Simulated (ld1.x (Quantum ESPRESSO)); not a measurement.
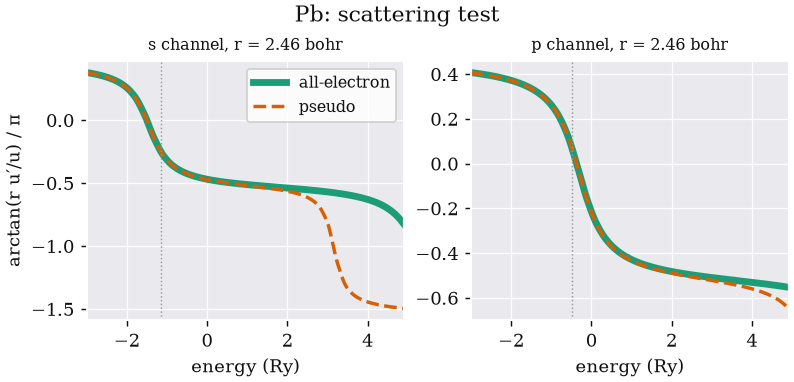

Unwrapped phase arctan(r u′/u) in units of π against energy, all-electron (solid) and pseudo (dashed); the pseudo phase is matched to the all-electron one at the reference energy. Here u = r R(r). The dotted line marks the reference energy of the channel.

Ld1.x (Quantum ESPRESSO) 7.5 input:

```
&input
   title='Pb', zed=82., rel=1, dft='PBE', iswitch=3,
   config='[Xe] 4f14 5d10 6s2 6p1.5'
 /
 &inputp
   pseudotype=2, tm=.true., lloc=1,
   nlcc=.true., new_core_ps=.true.
 /
2
6S  1  0   2.00   0.00  1.75  1.75  0.0
6P  2  1   1.50   0.00  2.25  2.25  0.0
 &test
   configts(1)='6s2 6p1.5'
 /
```

### Is there a sign of a ghost state?

Going away from the reference energies, the phases part by more than π/2 in: s at about 3.2 Ry (above its reference energy, pseudo phase lower). Such a step is either a state that only one of the two atoms has or an ordinary level shifted in energy. The separate test gives: no ghost state below the valence levels in the s, p channels.

### List the energies at which the logarithmic derivative diverges. (There the phase passes a half-integer multiple of π.)

s: all-electron at 0.7 Ry, pseudo at 0.5 Ry; p: all-electron at 2.6 Ry, pseudo at 2.3 Ry.

### Give the range of good agreement (0.05 rad in phase) for each channel.

s: up to about 1.7 Ry; p: up to about 3.3 Ry.

### Which channel departs first above its reference energy?

The s channel: its phase error passes 0.05 rad 2.8 Ry above its reference energy, against 3.8 Ry for p.
